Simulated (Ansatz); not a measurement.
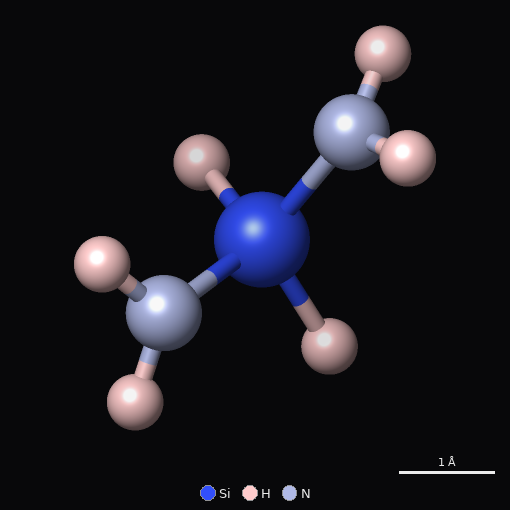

A ball-and-stick model of a molecule. Every bond is drawn as one stick, whatever its order.

The geometry was computed by an optimisation with PBE0-D4/def2-TZVP.

> Give the formula.

H6N2Si, 9 atoms: 6 hydrogen, 2 nitrogen and 1 silicon.

> Count the bonded pairs by element.

4 N–H, 2 Si–H, 2 N–Si. Sticks follow a distance rule.

> Give the symmetry (Schoenflies symbol).

C2.

> How many atoms are distinct by symmetry?

5: 1 Si, 2 H, 2 N, 2 H, 2 H.

More results for the same structure follow; atom numbers are the same in all pictures, views and colours differ.

### Shape

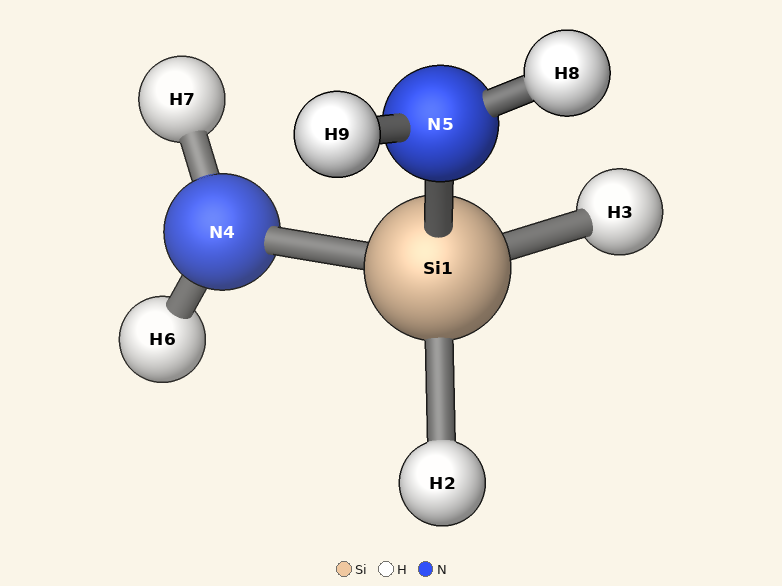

What are the angles H2–Si1–N4, N4–Si1–N5, Si1–N4–H6, Si1–N4–H7?

```csv
angle,degrees
H2–Si1–N4,103.4
N4–Si1–N5,108.5
Si1–N4–H6,120.5
Si1–N4–H7,121.6
```

### Thermal motion

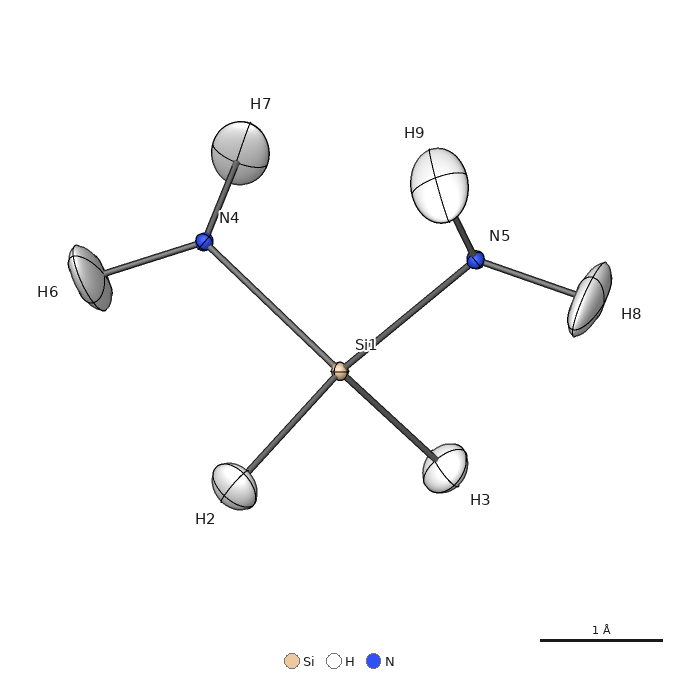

Displacement ellipsoids at the 50 % level, from the internal vibrations of the free molecule (harmonic, no overall translation or rotation; no half-axis is drawn under 0.075 Å). Vibrations computed with RKS PBE0-D4/def2-TZVP (Ansatz 0.2.0). Temperature: 298 K.

Give the displacement parameters, one line for each set of equivalent atoms.

| atom | U_eq (Å²) | rms amplitudes (Å) |
| --- | --- | --- |
| Si1 | 0.00062 | 0.018, 0.018, 0.035 |
| H2, H3 | 0.0164 | 0.089, 0.141, 0.147 |
| N4, N5 | 0.0017 | 0.022, 0.035, 0.058 |
| H6, H8 | 0.0387 | 0.078, 0.146, 0.297 |
| H7, H9 | 0.0333 | 0.069, 0.155, 0.266 |

### Electronic properties

Properties computed with RKS BHLYP-D4/def2-TZVPP (Ansatz 0.2.0).

> Estimate the dispersion correction.

−15.6 kJ/mol.

### Vibrations

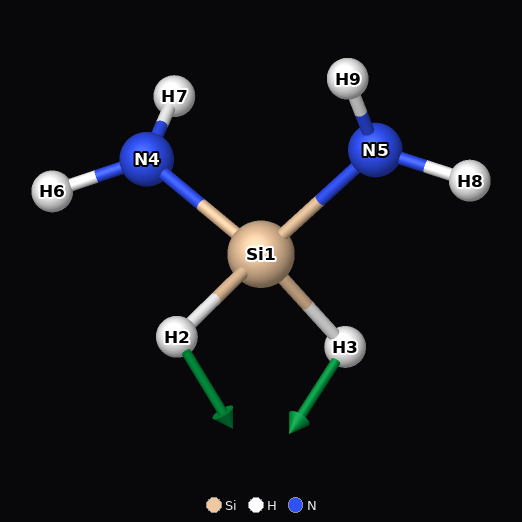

The arrows show one normal mode. Harmonic vibrations computed with RKS PBE0-D4/def2-TZVP (Ansatz 0.2.0) at a stationary point of the same level.

> Describe the motion.

Mostly H–Si–H bending.

> Estimate its harmonic wavenumber.

988 cm⁻¹; it is mode 13 of 21 counted from the lowest.
